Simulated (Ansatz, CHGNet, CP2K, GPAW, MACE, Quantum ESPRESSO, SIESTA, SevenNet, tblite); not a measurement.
## GPAW on liquid methanol at 300 K (108 atoms): settings against a plane-wave reference

Aim: run liquid methanol at 300 K (108 atoms) in GPAW and see how near its forces come to a plane-wave reference, and at what cost.

Method: the method is named at each step, in GPAW 26.7.0.

### 1. The structure

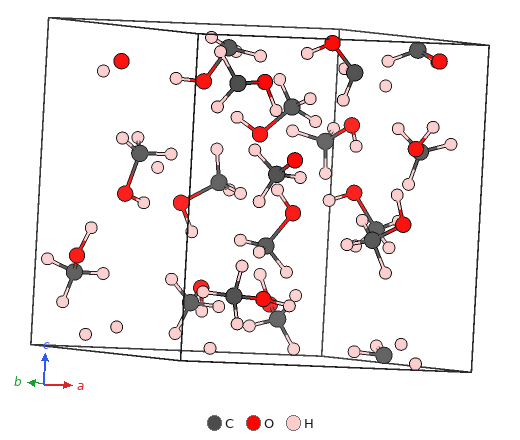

Start, viewed slightly off an axis; carbon dark grey, oxygen red, hydrogen pink. Bonds to atoms that aren't drawn are left out. Some periodic images of atoms are drawn too.

The cell holds 108 atoms: 18 C, 18 O and 72 H. Cell: a = 10.663 Å, b = 10.663 Å, c = 10.663 Å, α = 90.0°, β = 90.0°, γ = 90.0°. 18 methanol placed at random, at 0.79 g/cm³; overlaps pushed apart, then 10 ps at 450 K with MMFF94 bonds, angles, torsions, charges and radii (Halgren, J. Comput. Chem. 17, 490 (1996)) in harmonic and 12-6 forms. Snapshot after 20 ps at 300 K and fixed volume. Then every atom was moved at random, 0.02 Å r.m.s. a Cartesian component (hydrogen 0.6 of that).

The yardstick, on the same geometry:

```
method                                           : Kohn-Sham DFT, PBE, SSSP efficiency 1.3.0 pseudopotentials, plane waves (Quantum ESPRESSO 7.5); sssp-pbe-1.3.0-efficiency, cutoffs 60/480 Ry, Γ point
r.m.s. force component                           : 1.163 eV/Å
longest force                                    : 4.996 eV/Å
pressure                                         : 2.303 GPa
gap (highest filled to lowest empty level) : 4.192 eV
time                                             : 95 s on 2 MPI ranks of Arm Neoverse V2, shared host
CPU time                                         : 3.2 min
```

### 2. PBE, LCAO dzp, h 0.18 Å

Method: Kohn-Sham DFT, PBE, PAW, atomic orbitals (dzp).

run.py reads:

```python
import numpy as np
from ase.io import read
from gpaw import GPAW, FermiDirac
from ase.parallel import parprint as print

atoms = read("structure.xyz")
atoms.calc = GPAW(
    mode="lcao",
    basis="dzp",
    h=0.18,
    xc="PBE",
    kpts={"size": (1, 1, 1), "gamma": True},
    occupations=FermiDirac(0.05),
    maxiter=200,
    symmetry={"point_group": False},
    txt="gpaw.txt",
)
energy = atoms.get_potential_energy(force_consistent=True)
forces = atoms.get_forces()
print(f"energy {energy:.6f} eV")
print("forces (eV/A)")
for i, (a, f) in enumerate(zip(atoms, forces)):
    print(f"{i:4d} {a.symbol:2s} {f[0]:10.5f} {f[1]:10.5f} {f[2]:10.5f}")
print(f"Fermi level {atoms.calc.get_fermi_level():.4f} eV")
for k in range(len(atoms.calc.get_ibz_k_points())):
    for s in range(atoms.calc.get_number_of_spins()):
        e = atoms.calc.get_eigenvalues(kpt=k, spin=s)
        n = np.searchsorted(e, atoms.calc.get_fermi_level())
        print(f"k {k} spin {s} levels about the Fermi level:", np.round(e[max(n - 6, 0):n], 4).tolist(), "|", np.round(e[n:n + 6], 4).tolist())
```

structure.xyz reads:

```xyz
108
Lattice="10.66280 0.00000 0.00000 0.00000 10.66280 0.00000 0.00000 0.00000 10.66280" Properties=species:S:1:pos:R:3 pbc="T T T"
C 3.95718 1.56860 6.14209
O 3.92338 0.26550 6.66222
H 4.98134 1.86450 6.06020
H 3.34577 1.52190 5.23373
H 3.41657 2.16284 6.88806
H 4.08780 10.27905 5.94057
C 2.06059 7.67338 6.45697
O 1.86407 8.17304 5.11079
H 2.85347 6.98691 6.49599
H 2.42237 8.56916 6.94031
H 1.20660 7.30455 6.94351
H 2.76294 8.56447 4.82694
C 5.92958 4.56304 8.26100
O 4.95458 4.84048 7.32161
H 6.92432 4.76808 7.81199
H 5.79683 5.28331 9.11883
H 6.02608 3.48876 8.58846
H 4.23772 5.13702 7.83726
C 2.58157 1.46368 2.12979
O 3.89725 1.92432 2.05376
H 2.53604 0.91871 3.13049
H 1.92965 2.40787 2.19451
H 2.41374 0.80525 1.24893
H 4.46793 1.15499 1.89179
C 8.03751 8.84330 1.20703
O 8.40474 10.15994 1.63002
H 7.00471 8.81675 0.94995
H 8.55530 8.59454 0.26113
H 8.29161 8.15022 2.01698
H 8.09381 10.36541 2.59074
C 5.55745 8.71663 5.57814
O 4.38369 9.06381 4.85904
H 5.80131 7.62593 5.28598
H 6.32144 9.43754 5.32873
H 5.40860 8.70895 6.66286
H 4.70667 8.81152 3.93596
C 9.53681 2.28600 7.03382
O 8.79937 1.18346 7.15666
H 9.39233 2.71112 5.95229
H 9.06285 3.02013 7.73981
H 10.61311 2.22629 7.32577
H 9.12330 0.66973 7.90487
C 4.16276 7.57347 1.66745
O 5.01855 8.53451 2.13427
H 3.78625 7.81871 0.63593
H 4.72575 6.65401 1.60528
H 3.34524 7.42685 2.40990
H 5.33225 9.00761 1.36079
C 5.49283 5.03124 3.68730
O 6.23454 4.67564 4.80210
H 5.04116 5.98620 3.81526
H 6.28210 5.00437 2.86520
H 4.81991 4.17790 3.51105
H 5.62569 4.68374 5.53986
C 1.63855 0.17274 9.09462
O 2.90220 0.71036 9.15881
[... 48 atom lines left out ...]
H 0.16623 10.13808 2.82863
H 1.83070 9.35650 2.44509
H 0.38194 9.31481 1.47562
H 0.60362 8.00499 3.96166
```

Run with:

```
OMP_NUM_THREADS=1 mpirun -np 2 gpaw python run.py > output.txt
```

The program printed:

```text
energy -524.536929 eV
forces (eV/A)
   0 C    -1.44338   -0.63107    0.18122
   1 O    -0.07295   -1.21146    1.61926
   2 H     1.36979    1.03801   -0.63422
   3 H     0.10596    0.80689   -0.92075
   4 H    -0.06390    0.89208    0.21874
   5 H    -0.16251   -0.04163   -0.40861
   6 C     0.95881    2.73483   -1.74395
   7 O    -0.25294   -0.47604   -0.60454
   8 H     1.71806   -1.98577    0.03824
   9 H     0.26382    0.74736    1.48609
  10 H    -2.16456   -0.77565    0.59551
  11 H    -0.78854   -0.51122    0.60637
  12 C     1.82341    0.23482    1.00473
  13 O     1.34599   -0.81655   -2.91839
  14 H     0.29832    0.24111   -0.04007
  15 H     0.32738   -0.60972    0.12466
  16 H    -0.54358    0.14348    0.17297
  17 H    -3.27101    0.66073    1.44297
  18 C    -0.22507    0.24444    1.30757
  19 O     1.38035    1.71647   -0.02546
  20 H    -0.90747   -0.08425   -0.68549
  21 H     0.21822   -1.10548   -0.30282
  22 H    -0.85154   -0.04667    0.11340
  23 H     0.47887   -0.54549   -0.45052
[...]
100 H     1.34332   -1.97984    1.79156
 101 H     0.60051   -0.52597   -0.26258
 102 C     0.13303    1.10422    1.37949
 103 O     0.20970   -0.95796    0.77903
 104 H     0.58576    0.37037    0.74659
 105 H    -0.29893   -0.15499    0.39532
 106 H    -0.57057   -0.43342   -2.89034
 107 H    -0.04922    0.07903   -0.63799
Fermi level -0.7011 eV
k 0 spin 0 levels about the Fermi level: [-2.5292, -2.4739, -2.2782, -2.2502, -2.2003, -1.9029] | [2.5813, 3.2286, 3.2834, 3.5174, 3.7102, 3.8217]
```

gpaw.txt:

```text
Input parameters:
  mode=LCAO(),
  basis={'default': 'dzp'},
  h=0.18,
  kpts=MonkhorstPack(size=(1, 1, 1), gamma=True),
  maxiter=200,
  occupations=Occupations(name='fermi-dirac', width=0.05, fixmagmom=False),
  symmetry=Symmetry(point_group=False),
  xc=XC(name='PBE')
Unit cell  # Å
| periodic |         x |         y |         z |   lengths |    angles |
|----------|-----------|-----------|-----------|-----------|-----------|
|      yes | 10.662800 |  0.000000 |  0.000000 | 10.662800 | 90.000000 |
|      yes |  0.000000 | 10.662800 |  0.000000 | 10.662800 | 90.000000 |
|      yes |  0.000000 |  0.000000 | 10.662800 | 10.662800 | 90.000000 |
Number of symmetries: 1
Symmetry operations  # r_c * U_cc + t_c -> r_c
|   | kind |            matrix            |
|---|------|------------------------------|
| 0 |  E   |  1, 0, 0,  0, 1, 0,  0, 0, 1 |
BZ-sampling:
  Number of BZ points: 1
  Number of IBZ points: 1
  Monkhorst-Pack size: [1, 1, 1]
  Monkhorst-Pack shift: [0, 0, 0]
[... lines left out ...]
      Number of spherical harmonics: 5
        l=0, rc=6.4219 Bohr: 1s-sz confined orbital
        l=0, rc=3.6094 Bohr: 1s-dz split-valence wave
        l=1, rc=6.4219 Bohr: p-type Gaussian polarization
      Number of RI-basis functions 0
Reference energy: -56131.939180  # eV
eigensolver:
density mixing:
  MSR1-Mixer
occupation numbers:
  Fermi-Dirac:
    width: 0.0500  # eV
FastPoissonSolver using
    Stencil: 6*3+1=19 point O(h^6) finite-difference Laplacian
xc functional:
  name: PBE with 2 nearest neighbor stencil
interpolation: tri-quintic # 5. degree polynomial
Initialization done in: 3.407 s
convergence criteria:
- Maximum [total energy] change in last 3 cyles: 0.0005 eV / valence electron
- Maximum integral of absolute [dens]ity change: 0.0001 electrons / valence electron
- Maximum integral of absolute [eigenst]ate change: 4e-08 eV^2 / valence electron
maximum number of iterations: 200
SCF iterations
|iter     |      energy | eigst |  dens |
|---------|-------------|-------|-------|
|iter:   1| -546.530151 |      c|       |
|iter:   2| -542.633051 |      c| -0.75 |
|iter:   3| -524.848817 |      c| -0.79 |
|iter:   4| -524.558181 |      c| -1.43 |
|iter:   5| -524.536786 |      c| -1.99 |
|iter:   6| -524.536999c|      c| -2.70 |
|iter:   7| -524.536918c|      c| -3.15 |
|iter:   8| -524.536930c|      c| -3.54 |
|iter:   9| -524.536929c|      c| -4.28c|
Converged in 9 steps
SCF loop duration: 20.163 s (2.240 s/step)
Energy contributions relative to reference atoms: (reference = -56131.939180)
Energy contributions:
  Kinetic:         488.632178
  Coulomb:        -521.068918
  Zero:              4.465984
  External:          0.000000
  Xc:             -496.566172
  Entropy:          -0.000000
  Spinorbit:         0.000000
  ----------------------------
  Free energy:    -524.536929
  Extrapolated:   -524.536929
dipole moment: (-28.146790, -66.521056, 25.199688)  # |e|*Ang
Fermi level: -0.701
Eigenvalues  # (at kpt = [0.000, 0.000, 0.000])
| band index |      eig [eV] | occ [0-2] |
|------------|---------------|-----------|
|          0 |       -23.517 |     2.000 |
|        ... |               |           |
|        118 |        -2.576 |     2.000 |
|        119 |        -2.564 |     2.000 |
[...]
|        133 |         4.025 |     0.000 |
|        ... |               |           |
|        155 |         6.343 |     0.000 |
Gap: 4.484 eV
Transition (v -> c):
  (s=0, k=0, n=125, [0.00, 0.00, 0.00]) -> (s=0, k=0, n=126, [0.00, 0.00, 0.00])
No difference between direct/indirect transitions
Force computation time: 3.876  # s
```

Run time: 29 s. Hardware: 2 MPI ranks of Arm Neoverse V2, shared host; peak memory 1.2 GiB.

Banners, paths, timers and routine set-up lines are dropped from the logs unmarked, and long logs keep their key lines alone; longer cuts are marked.

Against the reference:

```
r.m.s. force component                           : 1.315 eV/Å
r.m.s. difference of force components            : 355 meV/Å
longest difference of force vectors              : 959.7 meV/Å
force difference over r.m.s. force               : 30.53 %
slope of forces against the reference's          : 1.093
correlation of force components                  : 0.9663
gap (highest filled to lowest empty level) : 4.484 eV
gap difference                                   : 0.2923 eV
```

This run lies far from the reference in forces at the same functional.

Length of the force difference by element (eV/Å):

| element | atoms | mean | most |
| --- | --- | --- | --- |
| C | 18 | 0.40 | 0.68 |
| H | 72 | 0.60 | 0.96 |
| O | 18 | 0.76 | 0.94 |

Levels nearest the highest filled one (eV from it): -0.63, -0.57, -0.38, -0.35, -0.30, 0.00, 4.48, 5.13, 5.19, 5.42, 5.61, 5.72.

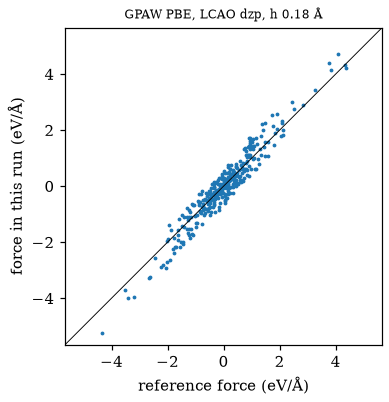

Force components against those of the reference; the line marks equality.

The surroundings of O74, which bears the longest force, nearest first, numbered as they follow in the input and with coordinates relative to it.

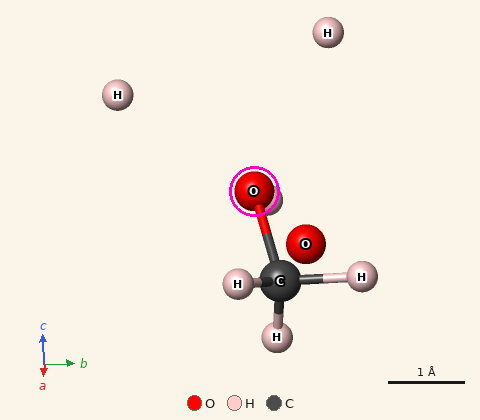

The atoms of the table, within 2.6 Å (arrows a, b, c point along x, y, z); some may hide others; the central atom is ringed.

| atom | x | y | z | distance (Å) | bonds | Fx | Fy | Fz (eV/Å) |
| --- | --- | --- | --- | --- | --- | --- | --- | --- |
| O74 | 0.00 | 0.00 | 0.00 | 0.00 | 2 | 4.72 | -1.53 | 3.00 |
| H78 | -0.83 | 0.14 | -0.37 | 0.92 | 1 | -3.94 | 0.84 | -2.17 |
| C73 | 1.04 | 0.33 | -0.95 | 1.45 | 4 | -1.93 | 2.90 | 4.38 |
| H75 | 0.64 | 0.25 | -1.85 | 1.97 | 1 | -1.53 | -1.08 | -5.24 |
| H77 | 1.89 | -0.20 | -0.72 | 2.04 | 1 | 2.59 | -1.66 | 0.32 |
| H76 | 1.24 | 1.43 | -0.86 | 2.08 | 1 | 0.49 | 0.11 | 0.20 |
| H24 | -0.52 | 1.05 | 2.02 | 2.34 | 1 | 0.48 | -0.55 | -0.45 |
| H48 | 0.35 | -1.76 | 1.49 | 2.34 | 1 | 0.45 | 1.33 | -0.91 |
| O56 | -2.08 | 0.60 | -1.37 | 2.57 | 2 | 2.32 | 1.09 | -0.29 |

Atoms are counted from 1 here, from 0 in the log.

Forces lie 31 % from the reference's, at 0.31 times its CPU time.

### 3. Outcome

```yaml
force_difference_from_the_reference: GPAW PBE, LCAO dzp, h 0.18 Å, 31 %
its_cpu_time: 59 s
```

The PBE run in local orbitals differs by 31 % (GPAW PBE, LCAO dzp, h 0.18 Å); basis, grid and potentials can all enter. One electronic-structure run takes under half the reference's CPU time: GPAW PBE, LCAO dzp, h 0.18 Å, at 31 % in 59 s against 3.2 min. At the same functional, the gap of GPAW PBE, LCAO dzp, h 0.18 Å lies 0.29 eV above the reference's 4.19 eV. With short bonds to hydrogen, sets of potentials differ among themselves by several per cent in forces even at converged cutoffs, so the reference isn't exact here either. The network of contacts between molecules at the start is that of the classical potential that made the cell, and needn't be the one that DFT or experiment would give. The reference's PBE has no dispersion term, which matters for the binding between molecules or layers. The electronic-structure runs sample only Γ, in a cell whose shortest periodic width is 11 Å.

[Also dropped from logs without a mark: logging warnings of Python, and SIESTA's first energy breakdown and zero terms.]

[Logs are printed without paths, hosts, clocks, repeated set-up lines and the standing remarks that a program may print on its own settings, such as how far it seeks lower states.]

[Hosts, paths, dates, database ids (printed as entryN), source tags and the programs' standing remarks are cut or masked in the printed files.]

[The MMFF94 radii named for the starting cell were scaled by 0.96; in molecules described by MMFF94, hydrogen bound to N, O or S took a small fixed 12-6 site in their place.]
